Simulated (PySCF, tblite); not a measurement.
**C₅H₁₃BO: geometry, infrared bands and NMR shifts**

Aim: predict the infrared bands and NMR shifts of C₅H₁₃BO (`[BH3-][O+]1CCC[C@H]1C`).

Computed with tblite 0.8.0 and PySCF 2.14.0, with density-fitted response routines of our own, on a single molecule in the gas phase. Atoms count from 0, in the outputs and in this text.

## (1) The molecule as given

20 atoms, charge 0, multiplicity 1; geometry from: force field or distance geometry start.

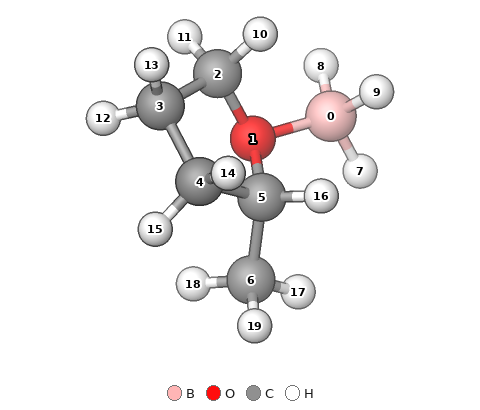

The starting geometry (boron pink, oxygen red, carbon grey, hydrogen white), atoms numbered; sticks join atoms by distance.

## (2) Optimising the geometry with GFN2-xTB

What the job is given:

```
{"job": {"kind": "relax", "xc": "GFN2-xTB", "basis": "xTB"}, "charge": 0, "multiplicity": 1}
B     -0.720200     1.847400     0.778300
O     -0.376300     0.739200    -0.175000
C     -1.469900    -0.133600    -0.351400
C     -0.919300    -1.449000    -0.821100
C      0.420700    -1.523800    -0.118700
C      0.680700    -0.082700     0.335300
C      2.032700     0.425800    -0.200000
H      0.202300     2.596400     0.908700
H     -1.630900     2.481300     0.334200
H     -1.044400     1.436000     1.861400
H     -2.069000    -0.311600     0.579700
H     -2.163100     0.278200    -1.131500
H     -0.785900    -1.444600    -1.906500
H     -1.572300    -2.305500    -0.525300
H      0.364200    -2.195500     0.753400
H      1.191900    -1.907200    -0.815800
H      0.740000    -0.091900     1.459100
H      2.234900     1.439700     0.183700
H      2.020300     0.454200    -1.301000
H      2.858600    -0.242200     0.149700
```

Started as:

```sh
> OMP_NUM_THREADS=1 python probes_run.py task.json out
```

One launch serves the whole session: the jobs run in the order shown.

What it wrote:

```text
step      E/eV     max force
  0    -615.85017    2.295
  1    -616.06300    1.295
  2    -616.14662    0.495
  3    -616.17287    0.296
  4    -616.18798    0.225
  5    -616.19629    0.185
  6    -616.20078    0.134
  7    -616.20324    0.130
  8    -616.20513    0.120
  9    -616.20680    0.129
 10    -616.20798    0.081
 11    -616.20870    0.066
 12    -616.20938    0.072
 13    -616.21039    0.091
 14    -616.21192    0.116
 15    -616.21376    0.115
 16    -616.21548    0.077
 17    -616.21686    0.088
 18    -616.21802    0.087
 19    -616.21905    0.071
 20    -616.21985    0.066
 21    -616.22042    0.064
 22    -616.22095    0.068
 23    -616.22157    0.070
 24    -616.22225    0.059
 25    -616.22288    0.061
 26    -616.22343    0.051
 27    -616.22397    0.053
 28    -616.22457    0.061
 29    -616.22528    0.063
 30    -616.22603    0.066
 31    -616.22675    0.063
 32    -616.22739    0.073
 33    -616.22795    0.068
 34    -616.22849    0.052
 35    -616.22900    0.059
 36    -616.22945    0.052
 37    -616.22981    0.039
 38    -616.23012    0.041
 39    -616.23039    0.035
 40    -616.23060    0.031
 41    -616.23076    0.026
 42    -616.23086    0.024
 43    -616.23095    0.018
 44    -616.23101    0.017
 45    -616.23107    0.018
 46    -616.23113    0.019
 47    -616.23119    0.020
 48    -616.23126    0.022
 49    -616.23134    0.021
 50    -616.23142    0.020
 51    -616.23151    0.025
 52    -616.23162    0.024
 53    -616.23175    0.027
 54    -616.23189    0.032
 55    -616.23204    0.027
 56    -616.23220    0.030
 57    -616.23236    0.033
 58    -616.23251    0.026
 59    -616.23264    0.028
 60    -616.23277    0.022
 61    -616.23290    0.029
 62    -616.23303    0.027
 63    -616.23318    0.030
 64    -616.23336    0.037
 65    -616.23361    0.042
 66    -616.23395    0.052
 67    -616.23441    0.055
 68    -616.23499    0.054
 69    -616.23570    0.071
 70    -616.23652    0.067
 71    -616.23736    0.082
 72    -616.23830    0.057
 73    -616.23893    0.032
 74    -616.23916    0.032
 75    -616.23940    0.029
 76    -616.23966    0.031
 77    -616.23990    0.028
 78    -616.24008    0.025
 79    -616.24018    0.026
 80    -616.24027    0.021
 81    -616.24037    0.020
 82    -616.24048    0.022
 83    -616.24056    0.021
 84    -616.24060    0.017
 85    -616.24064    0.013
 86    -616.24068    0.016
 87    -616.24073    0.014
 88    -616.24076    0.011
 89    -616.24079    0.010
 90    -616.24080    0.010
 91    -616.24083    0.012
 92    -616.24085    0.010
 93    -616.24087    0.008
```

Run time: 0.52 s. Hardware: 1 thread of Arm Neoverse V1, shared host; peak memory 0.18 GiB.

Step by step: (not every step is listed)

```tsv
step	energy from step 0 (eV)	largest force (eV/Å)
0	0.0000	2.2949
1	-0.2128	1.2949
2	-0.2964	0.4949
3	-0.3227	0.2961
4	-0.3378	0.2253
5	-0.3461	0.1848
6	-0.3506	0.1337
7	-0.3531	0.1296
8	-0.3550	0.1201
16	-0.3653	0.0765
24	-0.3721	0.0589
32	-0.3772	0.0734
40	-0.3804	0.0313
48	-0.3811	0.0225
56	-0.3820	0.0303
64	-0.3832	0.0373
72	-0.3881	0.0570
80	-0.3901	0.0206
88	-0.3906	0.0107
89	-0.3906	0.0103
90	-0.3906	0.0105
91	-0.3907	0.0122
92	-0.3907	0.0103
93	-0.3907	0.0083
```

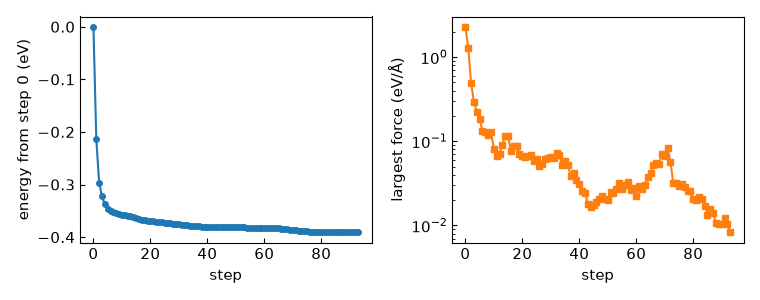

Energy and force, step by step.

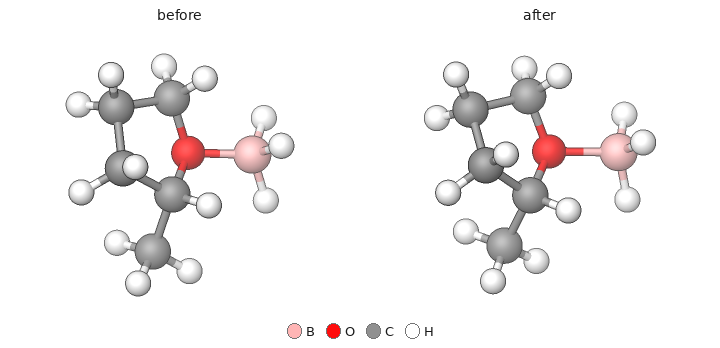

The geometry before (left) and after (right).

Distances of close pairs at the start and the end, largest changes first:

```tsv
bond	before (Å)	after (Å)	change (Å)
B0–O1	1.502	1.631	+0.129
C6–H19	1.118	1.087	-0.031
C2–H11	1.122	1.091	-0.031
C5–H16	1.125	1.095	-0.030
C3–H13	1.117	1.087	-0.030
C2–H10	1.121	1.097	-0.025
C4–H15	1.108	1.088	-0.020
C2–C3	1.501	1.521	+0.020
```

The end geometry stands in the next job.

## (3) Harmonic vibrations with GFN2-xTB

What the job is given:

```
{"job": {"kind": "ir", "xc": "GFN2-xTB", "basis": "xTB"}, "charge": 0, "multiplicity": 1}
B     -0.777939     1.906858     0.961873
O     -0.377778     0.694281    -0.052675
C     -1.467645    -0.154286    -0.383984
C     -0.807150    -1.416024    -0.918081
C      0.370695    -1.561071     0.044759
C      0.742608    -0.105494     0.372392
C      1.977630     0.382842    -0.372647
H      0.207708     2.564111     1.042073
H     -1.674797     2.456936     0.412396
H     -1.094112     1.392218     1.993583
H     -2.065621    -0.366476     0.510681
H     -2.088336     0.372654    -1.109709
H     -0.453331    -1.255866    -1.937303
H     -1.475146    -2.273799    -0.908005
H      0.056213    -2.087128     0.946629
H      1.207198    -2.100374    -0.395251
H      0.881067     0.037899     1.449424
H      2.105364     1.447548    -0.197535
H      1.866471     0.217355    -1.442037
H      2.861753    -0.141505    -0.019619
```

What it wrote:

```text
mode    cm-1     km/mol
  1      53.9      4.95
  2     180.2      0.28
  3     185.5      3.82
  4     213.8      0.57
  5     243.2      9.52
  6     279.3      2.71
  7     351.7      1.09
  8     432.0      3.50
  9     454.2     21.26
 10     598.4      3.04
 11     699.7     21.67
 12     833.3     16.09
 13     855.2      3.13
 14     888.1     31.72
 15     899.8     22.84
 16     911.6     39.38
 17     930.8      7.38
 18     992.7      3.96
 19    1012.9     13.92
 20    1047.3     20.48
 21    1048.9     10.18
 22    1102.1     66.22
 23    1130.7     13.59
 24    1145.9    194.57
 25    1148.1     36.05
 26    1167.1     10.69
 27    1186.7      9.21
 28    1216.8      6.47
 29    1245.3     43.80
 30    1248.4     40.02
 31    1270.4      1.41
 32    1285.9      1.48
 33    1305.3      0.35
 34    1309.6      1.92
 35    1321.9      8.99
 36    1398.6     12.22
 37    1472.2      0.42
 38    1476.1      3.31
 39    1483.2      1.91
 40    1488.4      5.42
 41    1494.7      0.85
 42    2411.2    256.26
 43    2491.0    255.73
 44    2499.4    173.04
 45    2915.2     26.64
 46    2926.9     19.60
 47    2992.3      1.73
 48    2996.8     14.46
 49    3005.4     58.41
 50    3025.2     19.18
 51    3035.8     30.36
 52    3038.3     29.27
 53    3047.3     28.59
 54    3057.5      9.26
```

Wall time 0.57 s (1 thread of Arm Neoverse V1, shared host); peak memory 0.18 GiB.

The strongest bands and the atoms that carry them (share of the mass-weighted mode):

```tsv
cm⁻¹	km/mol	atoms
1102	66.2	O1 24 %, C2 19 %, C5 13 %
1146	194.6	H9 23 %, H8 18 %, H7 17 %
1245	43.8	H9 53 %, H8 26 %, H7 12 %
1248	40.0	H7 49 %, H8 35 %
2411	256.3	H9 92 %
2491	255.7	H7 75 %, H8 16 %
2499	173.0	H8 77 %, H7 18 %
3005	58.4	H12 44 %, H14 39 %
```

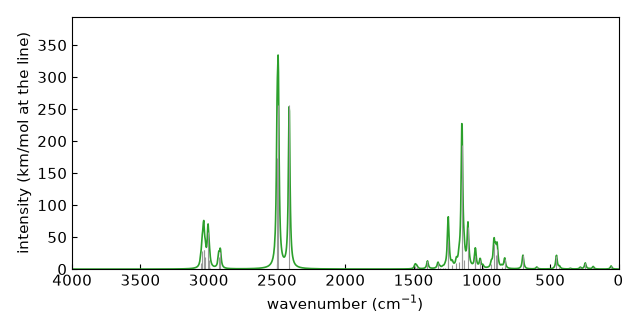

The infrared spectrum from these modes, unscaled. Lines are broadened to a width of 14 cm⁻¹ (Lorentzian).

## (4) Nuclear shieldings: PBE0/pcSseg-1

The job, as its differences from that of step 3:

```diff
@@ -1,2 +1,2 @@
-{"job": {"kind": "ir", "xc": "GFN2-xTB", "basis": "xTB"}, "charge": 0, "multiplicity": 1}
+{"job": {"kind": "nmr", "xc": "PBE0", "basis": "pcSseg-1"}, "charge": 0, "multiplicity": 1}
 B     -0.777939     1.906858     0.961873
```

Method: GIAO PBE0/pcSseg-1 NMR shielding, non-relativistic, gas phase.

What it wrote:

```text
coarse grid: 15664 points
cycle   1  E = -297.8956421323  dE =  7.377e-01  |g| = 4.602e-01  |ddm| = 3.687e+00
cycle   2  E = -297.8997712540  dE = -4.129e-03  |g| = 4.827e-01  |ddm| = 8.219e-01
cycle   3  E = -297.9503102911  dE = -5.054e-02  |g| = 9.574e-02  |ddm| = 4.059e-01
cycle   4  E = -297.9517814174  dE = -1.471e-03  |g| = 3.096e-02  |ddm| = 7.351e-02
cycle   5  E = -297.9519629488  dE = -1.815e-04  |g| = 6.098e-03  |ddm| = 2.331e-02
cycle   6  E = -297.9519711800  dE = -8.231e-06  |g| = 1.734e-03  |ddm| = 6.728e-03
final grid: 148296 points
cycle   7  E = -298.0053982373  dE = -4.912e-05  |g| = 1.395e-02  |ddm| = 3.213e-02
cycle   8  E = -298.0053624578  dE =  3.578e-05  |g| = 2.010e-02  |ddm| = 1.964e-02
cycle   9  E = -298.0054353107  dE = -7.285e-05  |g| = 1.750e-03  |ddm| = 1.184e-02
cycle  10  E = -298.0054360175  dE = -7.069e-07  |g| = 2.127e-04  |ddm| = 1.662e-03
cycle  11  E = -298.0054360261  dE = -8.508e-09  |g| = 8.513e-05  |ddm| = 2.511e-04
cycle  12  E = -298.0054360278  dE = -1.766e-09  |g| = 1.594e-05  |ddm| = 8.242e-05
cycle  13  E = -298.0054360279  dE = -5.491e-11  |g| = 4.149e-06  |ddm| = 1.428e-05
converged SCF energy = -298.0054360279

GIAO shielding tensors (ppm)
atom      isotropic    diamagn.    paramagn.     s11        s22        s33       span
  0 B      104.051     189.515     -85.464     76.894     81.586    153.674     76.780
  1 O      268.926     401.939    -133.013    180.821    297.708    328.248    147.427
  2 C      106.608     245.725    -139.117     57.277     98.536    164.010    106.733
  3 C      158.890     250.775     -91.885    135.765    166.525    174.380     38.614
  4 C      152.140     251.333     -99.193    124.529    160.302    171.589     47.060
  5 C      100.805     245.697    -144.892     57.526     80.554    164.335    106.809
  6 C      163.547     247.542     -83.995    146.291    159.776    184.574     38.283
  7 H       28.643      31.374      -2.731     25.287     25.736     34.906      9.619
  8 H       28.754      30.859      -2.105     25.574     25.942     34.748      9.174
  9 H       28.924      31.496      -2.572     25.265     26.398     35.108      9.842
 10 H       27.956      30.831      -2.876     22.887     27.593     33.386     10.499
 11 H       27.337      29.868      -2.531     22.802     26.309     32.901     10.099
 12 H       29.711      31.154      -1.444     25.853     27.145     36.134     10.281
 13 H       29.958      29.522       0.436     25.753     26.505     37.617     11.864
 14 H       29.453      31.604      -2.151     25.077     27.326     35.957     10.880
 15 H       30.101      31.382      -1.281     25.604     28.276     36.423     10.818
 16 H       27.406      32.177      -4.771     25.008     26.604     30.607      5.598
 17 H       29.672      29.950      -0.278     24.605     28.656     35.755     11.150
 18 H       30.651      30.932      -0.281     26.586     29.788     35.579      8.993
 19 H       30.789      29.516       1.273     26.514     27.882     37.971     11.457
```

Wall time 25 s (1 thread of Arm Neoverse V1, shared host); peak memory 0.84 GiB.

The references, computed at this level on geometries of the same kind, shield at (ppm): 1H TMS 31.72, 13C TMS 186.9, 17O H2O 336.1, 11B BF3·OEt2 100.1. Their shielding less the atom's gives the shift. The references are single molecules in the gas phase, so shifts against H2O, NH3, PH3, H3PO4 or CFCl3 are not on the usual liquid scales and can be off by tens of ppm. Atoms listed in one row are averaged.

```tsv
atoms	environment	σ (ppm)	δ (ppm)	δ scaled to CDCl3
C5	sp3 CH bonded to O	100.8	86.1	82.1
C2	sp3 CH2 bonded to O	106.6	80.3	76.5
C4	sp3 CH2 in a ring	152.1	34.8	32.0
C3	sp3 CH2 in a ring	158.9	28.0	25.4
C6	methyl carbon	163.5	23.4	20.9
H11	hydrogen on an sp3 CH2 bonded to O	27.34	4.38	4.23
H16	hydrogen on an sp3 CH bonded to O	27.41	4.31	4.17
H10	hydrogen on an sp3 CH2 bonded to O	27.96	3.76	3.65
H7, H8, H9	hydrogen on a boron bonded to O	28.77	2.94	–
H14	hydrogen on an sp3 CH2 in a ring	29.45	2.26	2.24
H12	hydrogen on an sp3 CH2 in a ring	29.71	2.01	2.00
H13	hydrogen on an sp3 CH2 in a ring	29.96	1.76	1.76
H15	hydrogen on an sp3 CH2 in a ring	30.10	1.62	1.63
H17, H18, H19	hydrogen on a methyl carbon	30.37	1.35	1.37
B0	boron bonded to O, 3 H	104.1	-4.0	–
O1	donor oxygen of a Lewis adduct	268.9	67.2	–
```

The scaled column applies a straight-line fit of computed shieldings to shifts measured in CDCl3 (root-mean-square error 0.16 ppm for H, 1.9 ppm for C).

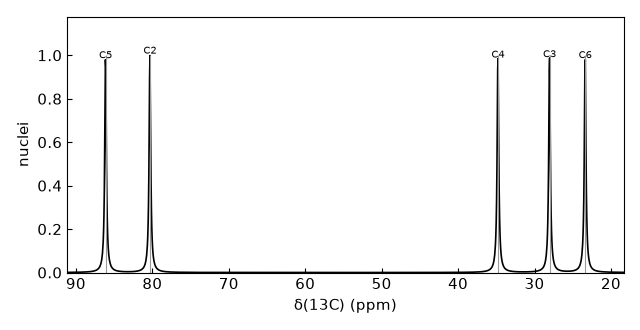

13C lines at the computed shifts, without couplings. Lines are broadened to a width of 0.25 ppm (Lorentzian).

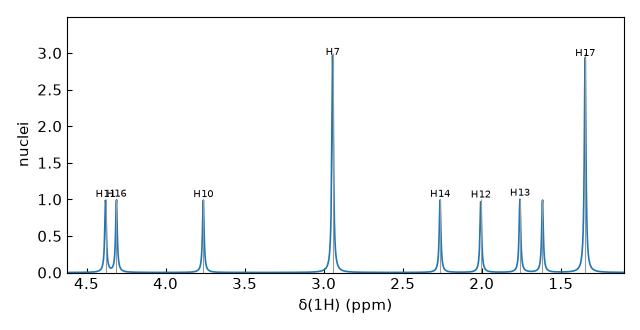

1H lines at the computed shifts, without couplings. Lines are broadened to a width of 0.01 ppm (Lorentzian).

Charges from the same density, by scheme (e):

```tsv
atoms	Mulliken	IAO	Hirshfeld	ESP fit
B0	0.00	-0.31	-0.07	-0.04
O1	-0.54	-0.19	0.02	-0.11
C2	0.08	-0.06	0.03	-0.08
C3	-0.23	-0.27	-0.07	-0.02
C4	-0.24	-0.28	-0.07	-0.26
C5	0.00	0.09	0.07	0.46
C6	-0.20	-0.42	-0.12	-0.58
```

Mulliken charges:

B0 0.00; O1 -0.54; C2 0.08; C3 -0.23; C4 -0.24; C5 0.00; C6 -0.20; H7 -0.08; H8 -0.07; H9 -0.09; H10 0.14; H11 0.15; H12 0.13; H13 0.14; H14 0.14; H15 0.14; H16 0.15; H17 0.15; H18 0.11; H19 0.12

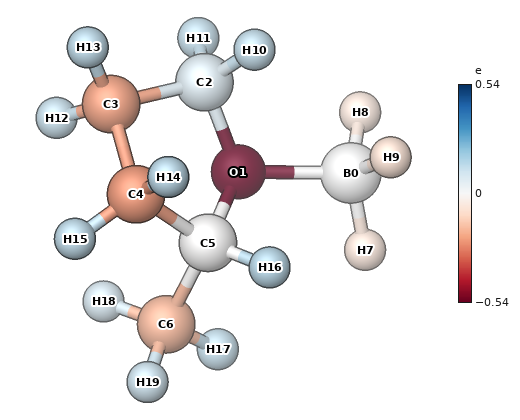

Mulliken charges, as colours on the atoms.

Mayer bond orders: B0–O1 0.46, O1–C2 0.81, C2–C3 1.03, C3–C4 1.02, C4–C5 1.02, C5–C6 1.05, C5–O1 0.75.

Ring of atoms O1, C2, C3, C4, C5: NICS(0) -8.5, NICS(1) -3.8, NICS(1)zz -4.5 ppm (means of both faces).

## (5) Results

```
                                                              quantity                                                     value
                             strongest single infrared mode (GFN2-xTB)                                     2411 cm⁻¹, 256 km/mol
                                          zero-point energy (GFN2-xTB)                                            109.3 kcal/mol
                                13C shifts against TMS (PBE0/pcSseg-1)                          86.1, 80.3, 34.8, 28.0, 23.4 ppm
1H shifts against TMS (PBE0/pcSseg-1, means over atoms taken as alike)  4.38, 4.31, 3.76, 2.94, 2.26, 2.01, 1.76, 1.62, 1.35 ppm
                           11B shifts against BF3·OEt2 (PBE0/pcSseg-1)                                                  -4.0 ppm
                                17O shifts against H2O (PBE0/pcSseg-1)                                                  67.2 ppm
```

**Reading.** Over 93 steps the energy fell by 0.391 eV; of the close pairs, B0–O1 changed most, 1.502 to 1.631 Å. All 54 modes are real, so the xTB geometry is a minimum. The strongest single mode, at 2411 cm⁻¹, moves mainly H9. GFN2-xTB is a fitted tight-binding method: band positions and strengths are rough. Its intensities can rank the bands wrongly. The most deshielded carbon is C5 (sp3 CH bonded to O), at 86.1 ppm: deshielded by the electronegative neighbour. At PBE0/pcSseg-1: The widest tensor belongs to O1: span 147 ppm, with a paramagnetic part of -133 ppm.
